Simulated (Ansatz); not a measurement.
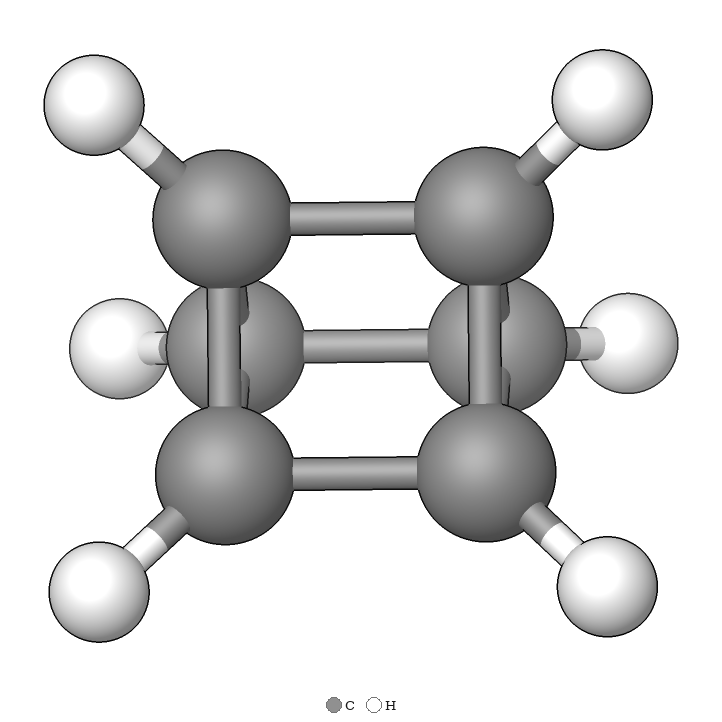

Every bond is drawn as one stick, whatever its order.

Description:

The molecule is C6H6. Its SMILES string is `C12C3C1C1C2C31`. Independent rings (smallest set): 2 of 3 members, 2 of 4 members. This geometry has D3h symmetry.

More results for the same structure follow; atom numbers are the same in all pictures, views and colours differ. The computed structure is the end point of a PBE0-D4/def2-TZVP optimisation.

**Shape**

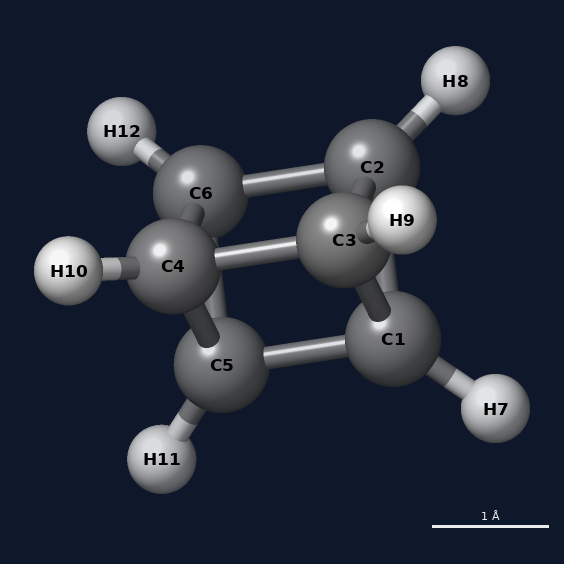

Atoms carry their numbers in the input.

Which atoms are bonded, and how long are the bonds?

| bond | length (Å) | order |
| --- | --- | --- |
| C1–C2 | 1.512 | single |
| C1–C3 | 1.512 | single |
| C1–C5 | 1.547 | single |
| C1–H7 | 1.081 | single |
| C2–C3 | 1.512 | single |
| C2–C6 | 1.547 | single |
| C2–H8 | 1.081 | single |
| C3–C4 | 1.547 | single |
| C3–H9 | 1.081 | single |
| C4–C5 | 1.512 | single |
| C4–C6 | 1.512 | single |
| C4–H10 | 1.081 | single |
| C5–C6 | 1.512 | single |
| C5–H11 | 1.081 | single |
| C6–H12 | 1.081 | single |

**Thermal motion**

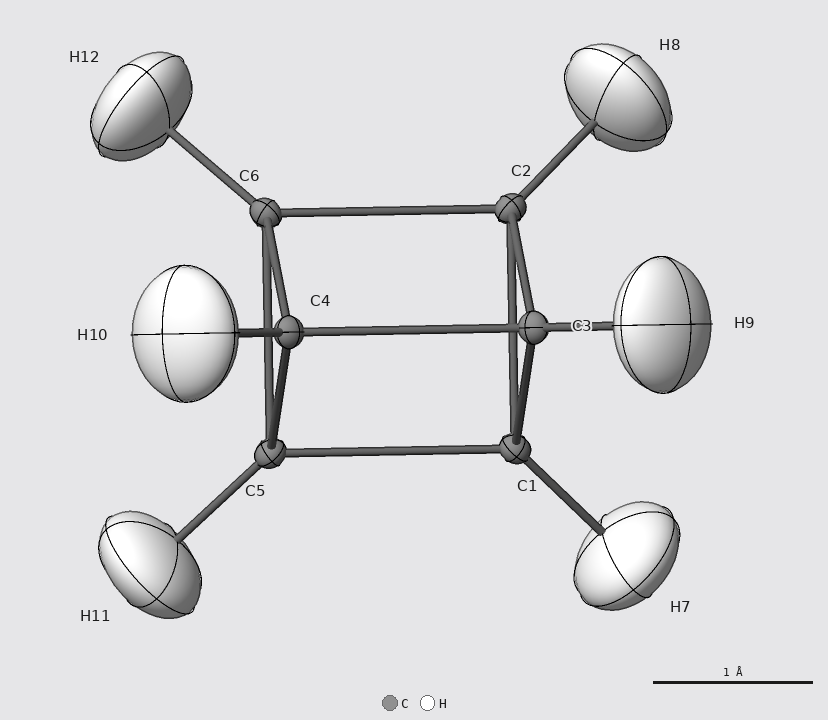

Displacement ellipsoids at the 50 % level, enlarged 2 times, from the internal vibrations of the free molecule (harmonic, no overall translation or rotation; no half-axis is drawn under 0.075 Å). Vibrations computed with RKS PBE0-D4/def2-TZVP (Ansatz 0.2.0). Temperature: 298 K.

Question: Which atom has the largest mean-square displacement?

Answer: H7, H8, H9, H10, H11, H12, with U_eq = 0.0135 Å².

Question: Does H8 move more along its bond or across it?

Answer: Across it: the root-mean-square amplitude is 0.078 Å along the bond and up to 0.138 Å across, since bending and torsion are softer than stretching.

Give the displacement parameters, one line for each set of equivalent atoms.

```json
{"atom": "C1, C2, C3, C4…", "U_eq (Å²)": "0.0011", "rms amplitudes (Å)": "0.030, 0.034, 0.034"}
{"atom": "H7, H8, H9, H10…", "U_eq (Å²)": "0.0135", "rms amplitudes (Å)": "0.078, 0.125, 0.138"}
```

**Levels of theory compared**

Program: Ansatz 0.2.0.

At this fixed geometry, give HOMO energy (eV) at these levels: BHLYP-D4/def2-TZVPP; CAM-B3LYP-D4/def2-TZVPP; HSE06-D4/def2-TZVPP; PBE0-D4/def2-QZVPP; PBE0-D4/def2-SVP; r2SCAN0-D4/def2-TZVPP; ωB97M-V/def2-QZVPP; ωB97M-V/def2-SVP; ωB97M-V/def2-TZVPP.

```json
{"level": "BHLYP-D4/def2-TZVPP", "HOMO energy (eV)": "−7.65"}
{"level": "CAM-B3LYP-D4/def2-TZVPP", "HOMO energy (eV)": "−7.92"}
{"level": "HSE06-D4/def2-TZVPP", "HOMO energy (eV)": "−6.14"}
{"level": "PBE0-D4/def2-QZVPP", "HOMO energy (eV)": "−6.55"}
{"level": "PBE0-D4/def2-SVP", "HOMO energy (eV)": "−6.56"}
{"level": "r2SCAN0-D4/def2-TZVPP", "HOMO energy (eV)": "−6.64"}
{"level": "ωB97M-V/def2-QZVPP", "HOMO energy (eV)": "−8.81"}
{"level": "ωB97M-V/def2-SVP", "HOMO energy (eV)": "−8.83"}
{"level": "ωB97M-V/def2-TZVPP", "HOMO energy (eV)": "−8.80"}
```

**Charges**

The questions are on Mulliken charges. Properties computed with RKS PBE-D4/def2-TZVPP (Ansatz 0.2.0).

List the Mulliken charges.

```tsv
atom	value (e)
C1	−0.11
C2	−0.11
C3	−0.11
C4	−0.11
C5	−0.11
C6	−0.11
H7	0.11
H8	0.11
H9	0.11
H10	0.11
H11	0.11
H12	0.11
```

Mulliken values depend strongly on the basis set and can even reverse the polarity of a bond.
